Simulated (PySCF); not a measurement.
```xyz
2

K     0.0000    0.0000   -0.0570
H     0.0000    0.0000    2.2040
```

Theory: PBE0/x2c-TZVPall, spin-free X2C-1e, Gaussian nucleus, at a bond length of 2.261 Å (PySCF).

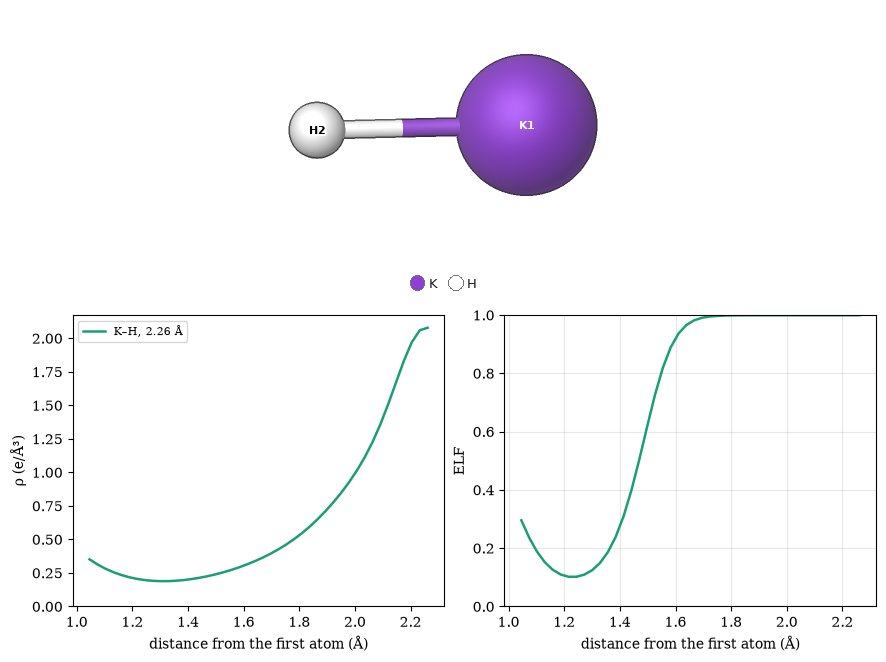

KH. Electron density and ELF along straight lines between neighbouring atoms. The curves leave out the atomic cores. The structure is drawn too.

**What can be read from the curves?**

K–H (2.26 Å): ρ is about 0.26 e/Å³ halfway; the ELF climbs to about 1 towards the hydrogen.
